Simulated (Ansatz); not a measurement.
## Twisted h-SiC/h-AlN monolayer on bilayer, 52.66° (366 atoms): a reference run and its variants

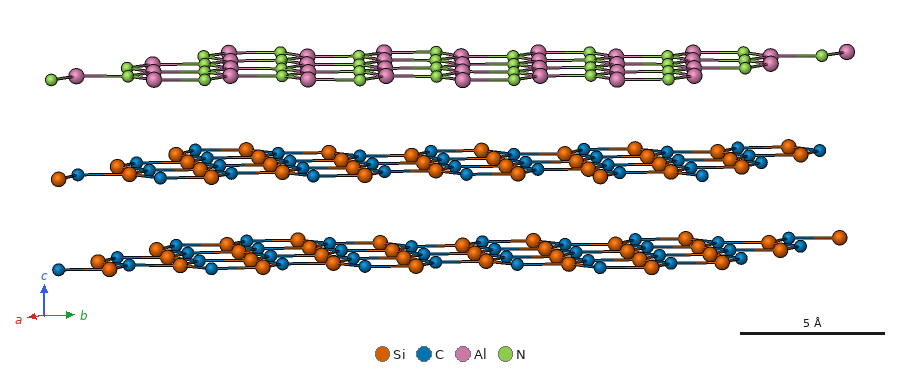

The cell (silicon orange, carbon blue, aluminium pink, nitrogen green). Drawn is a slice 12 Å thick, seen along the normal of the bc plane.

The cell holds 366 atoms: 122 Si, 122 C, 61 Al and 61 N. Its edges and angles: a = 24.329 Å, b = 24.329 Å, c = 18.580 Å, α = 90.0°, β = 90.0°, γ = 120.0°. It derives from SiC and AlN. h-SiC (a = 3.1 Å) under h-AlN (a = 3.13 Å), monolayer on bilayer, commensurate cell of 61 unit cells a layer, twist 52.66 deg, both strained to the mean lattice constant; facing planes 3.19, 3.39 Å apart; 12 Å of vacuum; layers as built, displaced by a Gaussian of 0.01 Å. Regions: layer 1, 122 atoms (61 Si and 61 C); layer 2, 122 atoms (61 Si and 61 C); layer 3, 122 atoms (61 Al and 61 N). Vacuum lies along c.

Geometry: as built.

Reference run: Kohn-Sham DFT, PBEsol, PAW (set soft_2), plane waves (Ansatz 0.2.0), cutoff 420 eV, k-mesh 3×3×1, fixed occupations.

```
r.m.s. force component                           : 0.3265 eV/Å
gap (highest filled to lowest empty level) : 1.7 eV
SCF cycles                                       : 10
time                                             : 84 s on 1 × NVIDIA H100 80GB HBM3 with 5 threads of AMD EPYC 7R13 (Zen 3), shared host
```

**Question.** The cell is repeated and solved at Γ. How do error, time and memory go?
- plane waves, 366 atoms (1×1×1)
- support functions, 366 atoms (1×1×1)
- support functions, 1464 atoms (2×2×1)
- truncated density matrix, 1464 atoms (2×2×1)
- support functions, 3294 atoms (3×3×1)
- truncated density matrix, 3294 atoms (3×3×1)

Differences are against the typed cell on a 3×3×1 mesh, which samples like Γ on 3294 atoms (r.m.s. force component 0.327 eV/Å, gap 1.70 eV). Every repeated cell is solved at Γ, and forces are averaged over the copies of each atom. Hardware: 1 × NVIDIA H100 80GB HBM3 with 5 threads of AMD EPYC 7R13 (Zen 3), shared host.

| atoms | repeats | basis | Δ force, r.m.s. (meV/Å) | Δ energy (meV/atom) | less plane waves of the same size (meV/atom) | gap (eV) | spread among copies (meV/Å) | SCF cycles | time | host memory (GiB) | planned on the GPU (GiB) |
| --- | --- | --- | --- | --- | --- | --- | --- | --- | --- | --- | --- |
| 366 | 1×1×1 | plane waves | 0.681 | 0.229 | - | 1.82 | - | 10 | 6.3 s | 2.4 | 28 |
| 366 | 1×1×1 | support functions | 0.678 | -2.07 | -2.3 | 1.82 | - | 19 | 11 s | 2.6 | 11 |
| 1464 | 2×2×1 | support functions | 0.211 | -2.29 | - | 1.68 | 0.041 | 20 | 52 s | 7.9 | 39 |
| 1464 | 2×2×1 | truncated density matrix | 0.218 | -2.29 | - | - | 0.038 | 21 | 59 s | 7.8 | 40 |
| 3294 | 3×3×1 | support functions | 0.215 | -2.29 | - | 1.70 | 0.041 | 20 | 4.9 min | 37 | 43 |
| 3294 | 3×3×1 | truncated density matrix | 0.207 | -2.29 | - | - | 0.036 | 22 | 5.1 min | 37 | 41 |

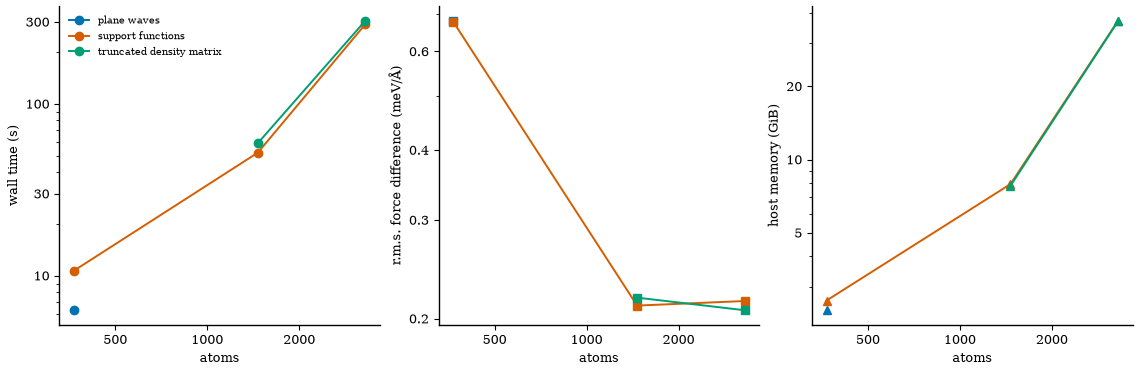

Time, error and memory against the number of atoms.

With support functions, the time grows as the 2.1 power of the atom count between the two largest sizes, 1464 and 3294 atoms. With the truncated density matrix, the time grows as the 2.0 power of the atom count between the two largest sizes, 1464 and 3294 atoms. At 3294 atoms truncation (run in mixed precision) changes the energy by +0.0002 meV/atom and takes 1.0 times the time of the full density matrix. At equal size the support functions lie 2.3 meV/atom below plane waves, likely because their grid holds more waves than 420 eV; no run tests this. At the largest size the support functions' forces differ from the reference by 0.066 % of the r.m.s. force, where they sample the same k-points. In some support-function runs the search for missed states was left out or partial.

[Logs are printed without paths, hosts, clocks, repeated set-up lines and the standing remarks that a program may print on its own settings, such as how far it seeks lower states.]

[Hosts, paths, dates, database ids (printed as entryN), source tags and the programs' standing remarks are cut or masked in the printed files.]
